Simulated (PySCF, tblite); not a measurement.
# C₇H₁₆BFO: geometry, infrared bands and NMR shifts

Aim: predict the infrared bands and NMR shifts of C₇H₁₆BFO (`[BH3-][O+](CF)C/C=C/C(C)C`).

Programs: tblite 0.8.0 and PySCF 2.14.0, with density-fitted response routines of our own. Each step states its level of theory. These are calculated values for one molecule in the gas phase, unless marked as measured. Atoms count from 0, in the outputs and in this text.

### 1 Starting geometry

26 atoms, charge 0, multiplicity 1; geometry from: force field or distance geometry start.

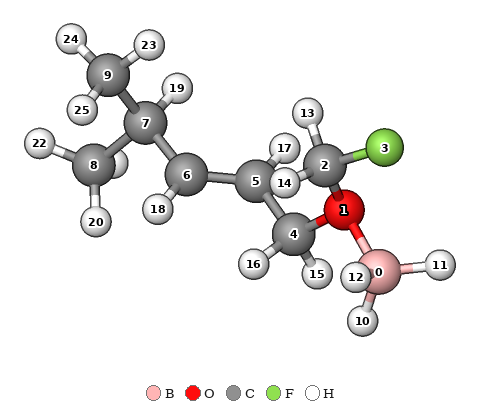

The starting geometry (boron pink, oxygen red, carbon grey, fluorine green, hydrogen white), atoms numbered.

### 2 Relaxing the molecule with GFN2-xTB

Job settings and geometry (Å):

```
{"job": {"kind": "relax", "xc": "GFN2-xTB", "basis": "xTB"}, "charge": 0, "multiplicity": 1}
B      3.559800    -0.872100    -0.292200
O      2.340500    -0.079500    -0.611800
C      2.406500     1.068000     0.118700
F      3.593500     1.738100    -0.197900
C      1.257900    -0.891800    -0.452700
C     -0.054100    -0.321700    -0.807800
C     -1.020300    -0.239500     0.115500
C     -2.348000     0.320500    -0.154600
C     -3.340000    -0.808000     0.111300
C     -2.568100     1.495500     0.770200
H      3.216000    -2.013200    -0.324200
H      4.422300    -0.669100    -1.072000
H      3.932400    -0.559900     0.804400
H      1.604700     1.792000    -0.228900
H      2.358900     0.996600     1.210800
H      1.409500    -1.827200    -1.042800
H      1.203000    -1.233200     0.602500
H     -0.229900     0.025400    -1.792300
H     -0.816600    -0.607100     1.134600
H     -2.472500     0.708500    -1.176500
H     -2.814200    -1.676000     0.564700
H     -3.711400    -1.163400    -0.884700
H     -4.222300    -0.479200     0.696800
H     -1.838900     2.277800     0.483400
H     -3.596100     1.891800     0.705500
H     -2.293200     1.149200     1.793000
```

Run with:

```
> OMP_NUM_THREADS=1 python probes_run.py task.json out
```

This one command runs all jobs of the session in turn.

The program printed:

```text
step      E/eV     max force
  0    -900.86987    2.885
  1    -901.24432    1.943
  2    -901.37001    1.325
  3    -901.45754    0.631
  4    -901.55006    0.536
  5    -901.58620    0.465
  6    -901.62428    0.399
  7    -901.65605    0.355
  8    -901.68508    0.358
  9    -901.70762    0.353
 10    -901.72562    0.330
 11    -901.73927    0.270
 12    -901.75064    0.200
 13    -901.76188    0.179
 14    -901.77331    0.194
 15    -901.78196    0.175
 16    -901.78668    0.114
 17    -901.78949    0.105
 18    -901.79211    0.111
 19    -901.79526    0.127
 20    -901.79905    0.171
 21    -901.80301    0.171
 22    -901.80664    0.115
 23    -901.81015    0.113
 24    -901.81411    0.134
 25    -901.81865    0.155
 26    -901.82324    0.147
 27    -901.82713    0.135
 28    -901.83027    0.130
 29    -901.83348    0.145
 30    -901.83753    0.145
 31    -901.84235    0.152
 32    -901.84726    0.168
 33    -901.85222    0.174
 34    -901.85813    0.167
 35    -901.86556    0.178
 36    -901.87430    0.221
 37    -901.88404    0.199
 38    -901.89232    0.347
 39    -901.90146    0.396
 40    -901.91555    0.298
 41    -901.93411    0.266
 42    -901.94201    0.165
 43    -901.95344    0.174
 44    -901.96346    0.203
 45    -901.97016    0.200
 46    -901.97672    0.229
 47    -901.98224    0.245
 48    -901.98723    0.170
 49    -901.99665    0.166
 50    -901.99975    0.157
 51    -902.00574    0.144
 52    -902.01006    0.096
 53    -902.01308    0.091
 54    -902.01449    0.096
 55    -902.01595    0.088
 56    -902.01827    0.078
 57    -902.02023    0.071
 58    -902.02127    0.055
 59    -902.02216    0.066
 60    -902.02303    0.072
 61    -902.02405    0.068
 62    -902.02509    0.057
 63    -902.02619    0.073
 64    -902.02738    0.074
 65    -902.02852    0.064
 66    -902.02950    0.063
 67    -902.03038    0.059
 68    -902.03122    0.048
 69    -902.03196    0.046
 70    -902.03263    0.051
 71    -902.03331    0.055
 72    -902.03417    0.051
 73    -902.03528    0.076
 74    -902.03660    0.096
 75    -902.03835    0.095
 76    -902.04020    0.099
 77    -902.04218    0.097
 78    -902.04468    0.115
 79    -902.04682    0.113
 80    -902.04840    0.110
 81    -902.04917    0.076
 82    -902.05018    0.098
 83    -902.05089    0.082
 84    -902.05190    0.068
 85    -902.05253    0.067
 86    -902.05389    0.088
 87    -902.05552    0.092
 88    -902.05784    0.162
 89    -902.06059    0.199
 90    -902.05878    0.430
 91    -902.06760    0.137
 92    -902.07152    0.151
 93    -902.08156    0.274
 94    -902.08668    0.167
 95    -902.09861    0.214
 96    -902.10452    0.228
 97    -902.10643    0.132
 98    -902.11032    0.140
 99    -902.11493    0.285
100    -902.11959    0.234
101    -902.12454    0.150
102    -902.12802    0.116
103    -902.13126    0.128
104    -902.13411    0.107
105    -902.13635    0.181
106    -902.13965    0.109
107    -902.14328    0.110
108    -902.14721    0.121
109    -902.15020    0.127
110    -902.15410    0.123
111    -902.15789    0.122
112    -902.16159    0.114
113    -902.16395    0.182
114    -902.16620    0.231
115    -902.17142    0.156
116    -902.17727    0.169
117    -902.18210    0.187
118    -902.18629    0.131
119    -902.18967    0.119
120    -902.19203    0.092
121    -902.19237    0.196
122    -902.19409    0.059
123    -902.19476    0.051
124    -902.19631    0.059
125    -902.19680    0.057
126    -902.19747    0.042
127    -902.19776    0.035
128    -902.19806    0.031
129    -902.19830    0.032
130    -902.19853    0.027
131    -902.19875    0.028
132    -902.19896    0.030
133    -902.19915    0.033
134    -902.19929    0.030
135    -902.19940    0.017
136    -902.19948    0.015
137    -902.19954    0.014
138    -902.19961    0.015
139    -902.19966    0.013
140    -902.19972    0.014
141    -902.19976    0.012
142    -902.19981    0.012
143    -902.19986    0.014
144    -902.19992    0.014
145    -902.19998    0.017
146    -902.20006    0.019
147    -902.20016    0.019
148    -902.20029    0.020
149    -902.20048    0.028
150    -902.20068    0.028
151    -902.20087    0.026
152    -902.20105    0.026
153    -902.20125    0.024
154    -902.20146    0.026
155    -902.20161    0.023
156    -902.20169    0.015
157    -902.20173    0.014
158    -902.20177    0.014
159    -902.20180    0.010
160    -902.20183    0.010
```

It took 4.1 s on 1 thread of Intel Xeon at 2.50GHz, shared host; peak memory 0.18 GiB.

Step by step: (not every step is listed)

```csv
step,energy from step 0 (eV),largest force (eV/Å)
0,0.0000,2.8848
1,-0.3745,1.9428
2,-0.5001,1.3255
3,-0.5877,0.6308
4,-0.6802,0.5362
5,-0.7163,0.4650
6,-0.7544,0.3992
7,-0.7862,0.3548
8,-0.8152,0.3575
22,-0.9368,0.1146
36,-1.0044,0.2205
50,-1.1299,0.1572
64,-1.1575,0.0736
78,-1.1748,0.1153
92,-1.2016,0.1512
106,-1.2698,0.1089
120,-1.3222,0.0923
134,-1.3294,0.0300
148,-1.3304,0.0199
155,-1.3317,0.0227
156,-1.3318,0.0154
157,-1.3319,0.0141
158,-1.3319,0.0140
159,-1.3319,0.0105
160,-1.3320,0.0099
```

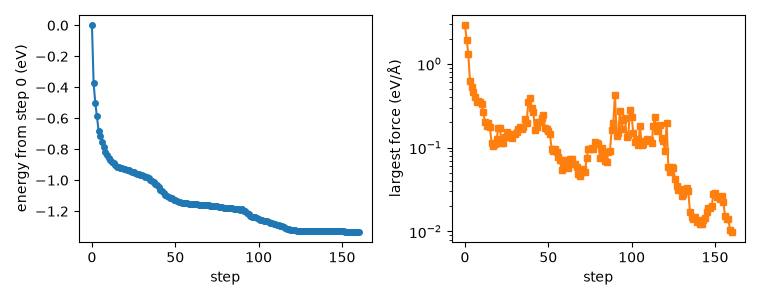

Energy and largest force along the relaxation.

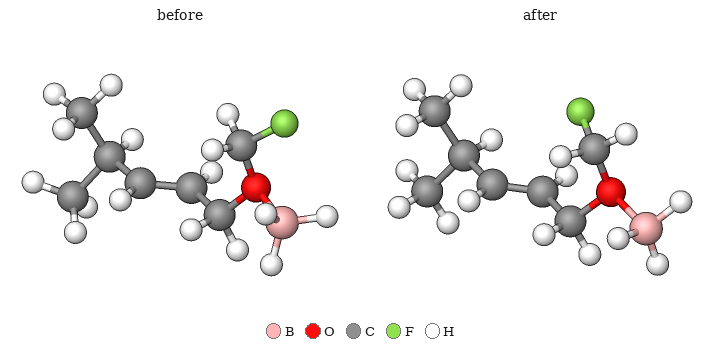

The geometry before (left) and after (right).

Close pairs (by a distance rule), those that changed most:

```csv
bond,before (Å),after (Å),change (Å)
B0–O1,1.489,1.684,+0.195
O1–C4,1.363,1.440,+0.077
C2–H13,1.135,1.101,-0.033
C8–H21,1.121,1.088,-0.033
C2–F3,1.399,1.367,-0.033
C6–C7,1.466,1.497,+0.031
C9–H25,1.114,1.088,-0.026
C8–H20,1.112,1.088,-0.024
```

The final coordinates are the input of the step that follows.

### 3 Harmonic vibrations with GFN2-xTB

Job settings and geometry (Å):

```
{"job": {"kind": "ir", "xc": "GFN2-xTB", "basis": "xTB"}, "charge": 0, "multiplicity": 1}
B      3.862616    -0.978036    -0.347639
O      2.406002    -0.165234    -0.579942
C      2.414081     1.002441     0.161910
F      1.477554     1.874868    -0.317211
C      1.281858    -1.022150    -0.305388
C     -0.021578    -0.381116    -0.662296
C     -1.034853    -0.247320     0.177420
C     -2.351150     0.376674    -0.167207
C     -3.468150    -0.662349    -0.046872
C     -2.617591     1.563303     0.761146
H      3.746652    -1.957035    -0.998524
H      4.673462    -0.219214    -0.755981
H      3.926118    -1.173104     0.824666
H      2.177076     0.834774     1.224327
H      3.391798     1.477816     0.041046
H      1.458652    -1.905090    -0.924926
H      1.301509    -1.319623     0.750728
H     -0.093711    -0.015769    -1.677163
H     -0.948963    -0.614329     1.193173
H     -2.312729     0.738731    -1.198921
H     -3.534249    -1.033504     0.973561
H     -3.278295    -1.504263    -0.708747
H     -4.424218    -0.218939    -0.314765
H     -1.824829     2.301716     0.666490
H     -3.563931     2.034808     0.506695
H     -2.664175     1.234560     1.797385
```

The program printed:

```text
mode    cm-1     km/mol
  1      23.9      0.40
  2      36.2      2.81
  3      69.1      0.37
  4      89.1      0.65
  5     112.9     21.43
  6     155.1      4.46
  7     187.6      1.24
  8     205.3      2.38
  9     209.9      1.16
 10     244.7      1.30
 11     251.9      4.01
 12     319.1      9.47
 13     354.0      0.37
 14     361.6     24.98
 15     384.6      6.48
 16     441.7      4.68
 17     458.3      1.59
 18     504.8      4.33
 19     646.9     62.48
 20     767.0      5.54
 21     859.3     11.32
 22     873.6     32.69
 23     890.5      7.13
 24     918.7     70.38
 25     948.3      1.12
 26     950.9      9.93
 27     985.0      2.20
 28     986.3     15.53
 29    1016.6     61.13
 30    1020.4    106.44
 31    1069.1     40.56
 32    1086.7     54.83
 33    1103.5     50.14
 34    1130.8    208.45
 35    1132.5     15.27
 36    1155.5      1.58
 37    1186.6      7.56
 38    1194.9     10.97
 39    1231.9     20.43
 40    1236.9     37.11
 41    1239.6     21.52
 42    1258.2      4.82
 43    1286.0      0.31
 44    1302.7      0.35
 45    1306.8      2.45
 46    1317.6      5.26
 47    1348.8      3.21
 48    1402.3      3.05
 49    1415.9      0.92
 50    1419.9      2.00
 51    1445.4      6.16
 52    1493.8      1.61
 53    1495.3      0.22
 54    1502.1      3.79
 55    1506.4      4.98
 56    1728.6      5.17
 57    2464.2    212.84
 58    2529.5    194.00
 59    2546.9    181.03
 60    2882.4     32.57
 61    2915.4     30.00
 62    2950.8     31.51
 63    2971.1      4.84
 64    2976.6      7.22
 65    3028.2      5.30
 66    3032.8     34.05
 67    3033.5     11.44
 68    3038.4     52.35
 69    3040.9     33.51
 70    3042.1     33.97
 71    3045.4     68.80
 72    3081.1     35.36
```

It took 3.3 s on 1 thread of Intel Xeon at 2.50GHz, shared host; peak memory 0.18 GiB.

The strongest bands and the atoms that carry them (share of the mass-weighted mode):

```csv
cm⁻¹,km/mol,atoms
647,62.5,O1 54 %
919,70.4,"C4 31 %, C2 16 %, O1 13 %"
1020,106.4,"C2 33 %, F3 20 %, H18 18 %, H17 18 %"
1131,208.4,"H12 31 %, H10 25 %, H11 23 %"
2464,212.8,H12 93 %
2530,194.0,H11 92 %
2547,181.0,H10 92 %
3045,68.8,H18 82 %
```

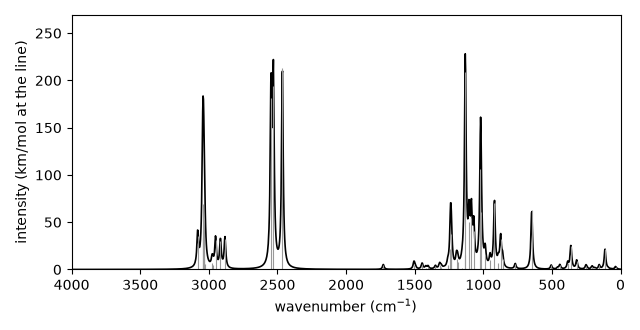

The infrared spectrum from these modes, unscaled. Lines are broadened to a width of 14 cm⁻¹ (Lorentzian).

### 4 NMR shieldings: PBE0/pcSseg-1

Same as in step 3 but for these lines:

```diff
@@ -1,2 +1,2 @@
-{"job": {"kind": "ir", "xc": "GFN2-xTB", "basis": "xTB"}, "charge": 0, "multiplicity": 1}
+{"job": {"kind": "nmr", "xc": "PBE0", "basis": "pcSseg-1"}, "charge": 0, "multiplicity": 1}
 B      3.862616    -0.978036    -0.347639
```

Method: GIAO PBE0/pcSseg-1 NMR shielding, non-relativistic, gas phase.

The program printed:

```text
coarse grid: 20784 points
cycle   1  E = -475.4463122840  dE =  1.049e+00  |g| = 6.764e-01  |ddm| = 4.226e+00
cycle   2  E = -475.4182752120  dE =  2.804e-02  |g| = 8.288e-01  |ddm| = 1.051e+00
cycle   3  E = -475.5448510691  dE = -1.266e-01  |g| = 1.026e-01  |ddm| = 5.590e-01
cycle   4  E = -475.5466208576  dE = -1.770e-03  |g| = 3.850e-02  |ddm| = 9.623e-02
cycle   5  E = -475.5469133184  dE = -2.925e-04  |g| = 1.458e-02  |ddm| = 3.629e-02
cycle   6  E = -475.5469596666  dE = -4.635e-05  |g| = 3.976e-03  |ddm| = 1.335e-02
cycle   7  E = -475.5469631540  dE = -3.487e-06  |g| = 7.402e-04  |ddm| = 3.763e-03
final grid: 198432 points
cycle   8  E = -475.6260547990  dE = -7.540e-05  |g| = 1.480e-02  |ddm| = 4.830e-02
cycle   9  E = -475.6260218894  dE =  3.291e-05  |g| = 2.027e-02  |ddm| = 2.230e-02
cycle  10  E = -475.6260989244  dE = -7.704e-05  |g| = 2.345e-03  |ddm| = 1.300e-02
cycle  11  E = -475.6261001729  dE = -1.248e-06  |g| = 4.019e-04  |ddm| = 2.130e-03
cycle  12  E = -475.6261001990  dE = -2.609e-08  |g| = 1.925e-04  |ddm| = 3.936e-04
cycle  13  E = -475.6261002065  dE = -7.502e-09  |g| = 4.696e-05  |ddm| = 1.688e-04
cycle  14  E = -475.6261002070  dE = -5.100e-10  |g| = 1.433e-05  |ddm| = 5.128e-05
converged SCF energy = -475.6261002070

GIAO shielding tensors (ppm)
atom      isotropic    diamagn.    paramagn.     s11        s22        s33       span
  0 B       99.419     184.306     -84.887     65.387     77.873    154.999     89.612
  1 O      257.054     400.248    -143.195    203.372    273.478    294.311     90.939
  2 C       77.303     239.607    -162.304     51.964     73.455    106.490     54.526
  3 F      337.988     478.792    -140.804    237.480    324.966    451.519    214.039
  4 C      101.756     253.758    -152.003     70.725     84.134    150.408     79.683
  5 C       55.337     258.766    -203.430    -52.412     72.564    145.858    198.269
  6 C       34.944     259.759    -224.815    -78.441     49.332    133.940    212.381
  7 C      148.607     245.858     -97.251    141.845    142.872    161.105     19.260
  8 C      161.852     246.717     -84.865    145.608    154.082    185.864     40.256
  9 C      162.983     248.120     -85.137    149.814    153.648    185.486     35.671
 10 H       28.511      28.502       0.009     25.213     26.067     34.254      9.041
 11 H       28.599      28.774      -0.175     25.444     26.041     34.311      8.867
 12 H       28.737      28.475       0.262     24.761     26.560     34.890     10.130
 13 H       26.580      30.851      -4.271     23.726     26.929     29.085      5.359
 14 H       25.717      28.079      -2.362     20.395     27.305     29.452      9.056
 15 H       26.631      32.336      -5.705     21.915     28.079     29.900      7.985
 16 H       27.862      34.648      -6.786     23.522     28.915     31.149      7.627
 17 H       25.736      35.847     -10.111     22.265     25.234     29.709      7.444
 18 H       26.002      37.096     -11.094     21.840     25.742     30.424      8.584
 19 H       29.523      33.673      -4.150     26.927     28.303     33.339      6.412
 20 H       30.902      29.917       0.985     27.700     29.119     35.887      8.187
 21 H       30.655      29.755       0.900     26.207     28.830     36.927     10.720
 22 H       30.537      28.343       2.194     26.434     27.866     37.311     10.877
 23 H       30.472      31.485      -1.013     25.729     29.347     36.339     10.610
 24 H       30.572      29.456       1.116     26.465     27.923     37.329     10.864
 25 H       30.942      31.131      -0.189     28.090     28.891     35.843      7.754
```

It took 3.6 min on 1 thread of Intel Xeon at 2.50GHz, shared host; peak memory 1.2 GiB.

Shifts follow as δ = σ(reference) − σ, with reference shieldings (ppm) from runs at the same level and on the same kind of geometry: 1H TMS 31.72, 13C TMS 186.9, 19F CFCl3 170.9, 17O H2O 336.1, 11B BF3·OEt2 100.1. The references are single molecules in the gas phase, so shifts against H2O, NH3, PH3, H3PO4 or CFCl3 are not on the usual liquid scales and can be off by tens of ppm. Atoms listed in one row are averaged.

```csv
atoms,environment,σ (ppm),δ (ppm),δ scaled to CDCl3
C6,alkene CH,34.9,152.0,146.4
C5,alkene CH,55.3,131.6,126.5
C2,sp3 CH2 bonded to F and O,77.3,109.6,105.1
C4,allylic sp3 CH2 bonded to O,101.8,85.2,81.2
C7,allylic sp3 CH,148.6,38.3,35.5
"C8, C9",methyl carbon,162.4,24.5,22.0
H17,hydrogen on an alkene CH,25.74,5.98,5.74
H18,hydrogen on an alkene CH,26.00,5.71,5.49
"H13, H14",hydrogen on an sp3 CH2 bonded to F and O,26.15,5.57,5.36
"H15, H16",hydrogen on an allylic sp3 CH2 bonded to O,27.25,4.47,4.32
"H10, H11, H12",hydrogen on a boron bonded to O,28.62,3.10,–
H19,hydrogen on an allylic sp3 CH,29.52,2.19,2.17
"H20, H21, H22, H23, H24, H25",hydrogen on a methyl carbon,30.68,1.04,1.08
B0,"boron bonded to O, 3 H",99.4,0.6,–
O1,donor oxygen of a Lewis adduct,257.1,79.0,–
F3,fluorine on an sp3 carbon,338.0,-167.0,–
```

The scaled column applies a straight-line fit of computed shieldings to shifts measured in CDCl3, and one for carbons that bear F (root-mean-square error 0.16 ppm for H, 1.9 ppm for C).

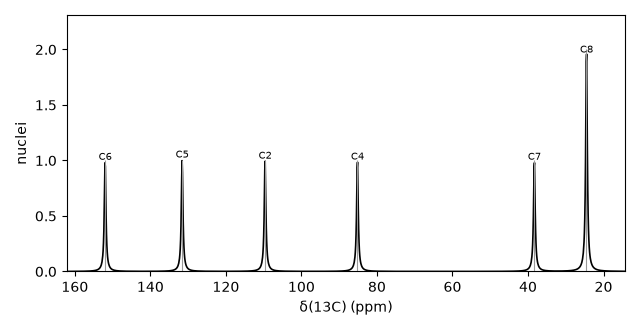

13C lines at the computed shifts, without couplings. Lines are broadened to a width of 0.51 ppm (Lorentzian).

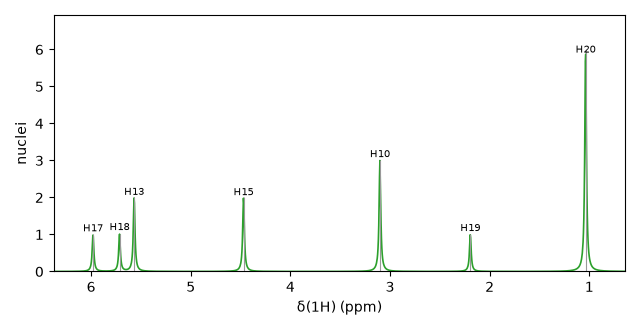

1H lines at the computed shifts, without couplings. Lines are broadened to a width of 0.02 ppm (Lorentzian).

Charges from the same density, by scheme (e):

```csv
atoms,Mulliken,IAO,Hirshfeld,ESP fit
B0,0.00,-0.30,-0.05,-0.06
O1,-0.52,-0.18,0.02,-0.03
C2,0.41,0.22,0.12,0.07
F3,-0.31,-0.31,-0.10,-0.19
C4,0.08,-0.07,0.03,-0.03
C5,-0.18,-0.17,-0.06,-0.18
C6,-0.07,-0.12,-0.03,-0.30
C7,-0.35,-0.09,-0.02,0.46
"C8, C9",-0.21,-0.42,-0.12,-0.53
```

IAO charges:

B0 -0.30; O1 -0.18; C2 0.22; F3 -0.31; C4 -0.07; C5 -0.17; C6 -0.12; C7 -0.09; C8 -0.42; C9 -0.42; H10 -0.01; H11 -0.01; H12 -0.03; H13 0.14; H14 0.18; H15 0.18; H16 0.14; H17 0.15; H18 0.13; H19 0.13; H20 0.14; H21 0.14; H22 0.14; H23 0.15; H24 0.14; H25 0.13

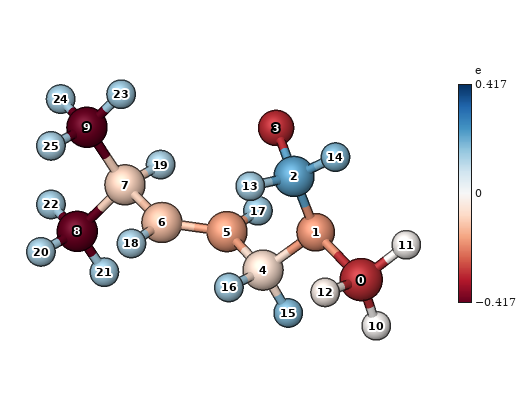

IAO charges, as colours on the atoms.

Mayer bond orders: B0–O1 0.41, O1–C2 0.89, C2–F3 0.93, O1–C4 0.77, C4–C5 1.08, C5–C6 1.84, C6–C7 0.98, C7–C8 1.02, C7–C9 1.02.

The fields below are evaluated on a grid from the run's orbitals.

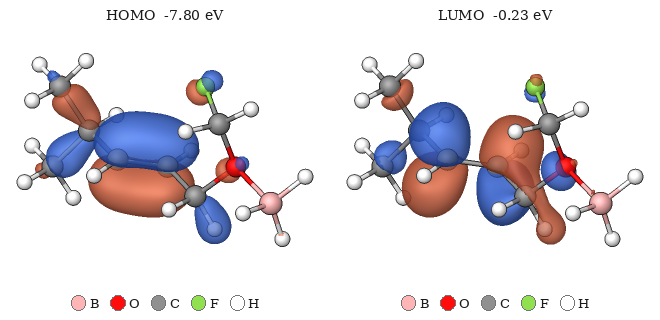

PBE0/pcSseg-1 orbitals near the gap, drawn at the value that encloses 70 % of each; the two colours are the two signs.

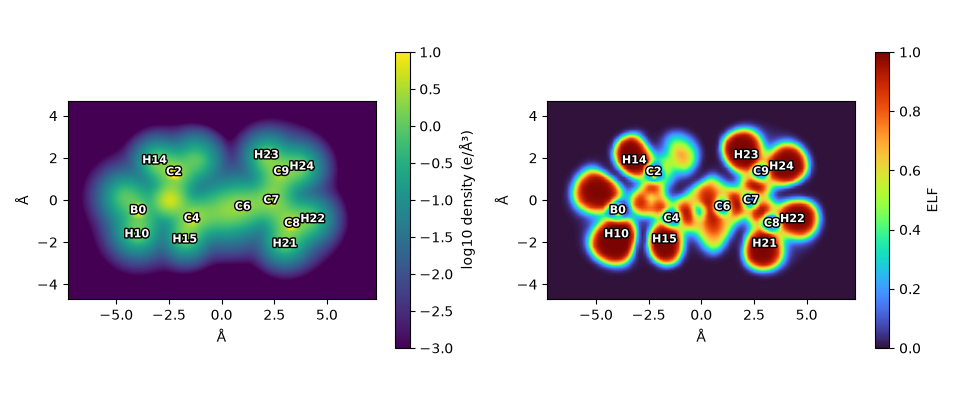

Density (left) and ELF (right) in a plane through or near 14 of the atoms.

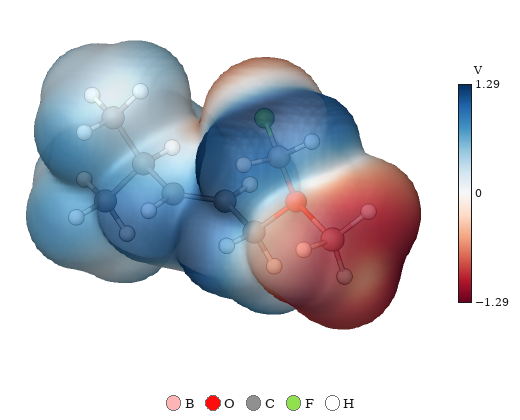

The potential that a unit positive charge feels on the 0.002 e/bohr³ surface, from -1.16 to 1.29 V.

### 5 Summary of results

```
                                                               quantity                                         value
                              strongest single infrared mode (GFN2-xTB)                         2464 cm⁻¹, 213 km/mol
                                           zero-point energy (GFN2-xTB)                                137.0 kcal/mol
13C shifts against TMS (PBE0/pcSseg-1, means over atoms taken as alike)     152.0, 131.6, 109.6, 85.2, 38.3, 24.5 ppm
 1H shifts against TMS (PBE0/pcSseg-1, means over atoms taken as alike)  5.98, 5.71, 5.57, 4.47, 3.10, 2.19, 1.04 ppm
                            11B shifts against BF3·OEt2 (PBE0/pcSseg-1)                                       0.6 ppm
                                 17O shifts against H2O (PBE0/pcSseg-1)                                      79.0 ppm
                               19F shifts against CFCl3 (PBE0/pcSseg-1)                                    -167.0 ppm
                                  surface potential, least and greatest                            -1.16 V and 1.29 V
```

Relaxing lowered the energy by 1.332 eV in 160 steps; the close pair that moved most is B0–O1, from 1.489 to 1.684 Å. All 72 modes are real, so the xTB geometry is a minimum. The strongest single mode, at 2464 cm⁻¹, moves mainly H12. GFN2-xTB is a fitted tight-binding method: band positions and strengths are rough. Its intensities can rank the bands wrongly.
